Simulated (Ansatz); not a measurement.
# CH₄O₂SSi: one species, many methods

Aim: compute CH₄O₂SSi with functionals from several rungs and with coupled cluster, and see how far each lands from CCSD(T) at the basis-set limit for the atomisation energy.

The runs use Ansatz 0.2.0, Gaussian basis; functionals in def2-TZVPP, the program's frozen cores in correlated methods.

Plan: PBE-D4, r2SCAN-D4, PBE0-D4, B3LYP-D4, ωB97X-V, ωB97M-V, B2PLYP; CCSD(T)/def2-TZVPP; MP2/def2-QZVPP; extrapolation to the limit.

### 1 Structure used throughout

All runs share one geometry, relaxed beforehand with PBE0-D4 in a triple-zeta def2 set.

SMILES `O[C@@H]1S[Si@@H]1O`, 9 atoms, charge 0, spin multiplicity 1.

Atoms are counted from 1 here; the program's logs count them from 0.

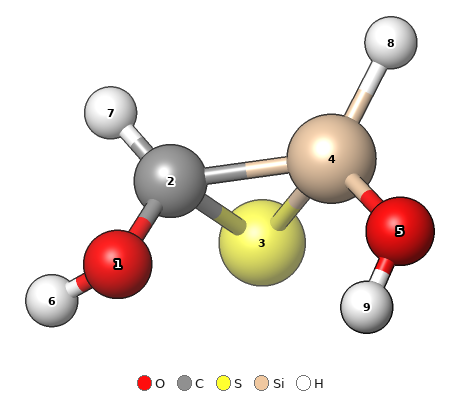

The structure; oxygen red, carbon grey, sulfur yellow, silicon light orange, hydrogen white; atoms are numbered from 1 in the order of the file.

Geometry (Å):

```xyz
9
charge 0, multiplicity 1
O     0.6692    1.5042   -0.2340
C     0.7743    0.1497   -0.4995
S    -0.5904   -0.5977   -1.6157
Si   -0.3766   -0.9525    0.4213
O    -1.3773   -0.3011    1.5292
H     0.9019    2.0037   -1.0235
H     1.7480   -0.1666   -0.8692
H    -0.0138   -2.2933    0.9066
H    -1.6468    0.6072    1.3676
```

### 2 PBE-D4 (GGA)

in.yaml reads:

```yaml
crystal:
  periodic: [false, false, false]
  atoms:
    - {symbol: O, position_ang: [0.669233, 1.504152, -0.233967]}
    - {symbol: C, position_ang: [0.774265, 0.149696, -0.499510]}
    - {symbol: S, position_ang: [-0.590395, -0.597709, -1.615688]}
    - {symbol: Si, position_ang: [-0.376565, -0.952526, 0.421345]}
    - {symbol: O, position_ang: [-1.377314, -0.301087, 1.529200]}
    - {symbol: H, position_ang: [0.901852, 2.003746, -1.023454]}
    - {symbol: H, position_ang: [1.747982, -0.166574, -0.869210]}
    - {symbol: H, position_ang: [-0.013779, -2.293276, 0.906565]}
    - {symbol: H, position_ang: [-1.646778, 0.607179, 1.367619]}
basis:
  gaussian: {orbitals: def2-TZVPP}
hamiltonian: {xc: pbe, dispersion: d4}
output: {forces: true, orbitals: {seedname: orbitals}}
```

Launch:

```console
> ansatz run in.yaml --threads 4 --pin off --events-out ev --progress --plain --max-ram 10444MiB
```

The runs that follow: r2SCAN-D4 (meta-GGA); PBE0-D4 (hybrid); B3LYP-D4 (hybrid); ωB97X-V (range-separated); ωB97M-V (range-separated); B2PLYP (double hybrid); CCSD(T) in def2-TZVPP; MP2 in def2-QZVPP.

Q: Predict the results of all the runs planned. Wanted: atomisation energy, CCSD(T)/CBS; farthest; mean size of error, hybrid; mean size of error, range-separated; gap, smallest and largest; T1 diagnostic; triples share of the correlation energy.

The runs gave:

| quantity | value |
| --- | --- |
| atomisation energy, CCSD(T)/CBS | 34.653 eV |
| functionals within 0.173 eV (0.5 %) | r2SCAN-D4, PBE0-D4, ωB97X-V, ωB97M-V |
| farthest | PBE-D4 (+0.843 eV) |
| mean size of error, hybrid | 0.249 eV |
| mean size of error, range-separated | 0.063 eV |
| gap, smallest and largest | 5.11 eV (PBE-D4), 11.65 eV (ωB97X-V) |
| T1 diagnostic | 0.0131 |
| triples share of the correlation energy | 4.2 % |

**Reading.** PBE-D4 misses by +0.843 eV. Double hybrids carry the basis error of their MP2 part in triple zeta, and no dispersion term here, so their miss is partly the set-up's. Misses under about 0.173 eV are within the doubt on the reference itself, which lacks core-valence correlation, relativity and higher excitations. Hartree-Fock recovers 67 % of the binding; the rest is correlation. The gap grows from 5.1 to 11.6 eV across the functionals, mostly with the share of exact exchange.
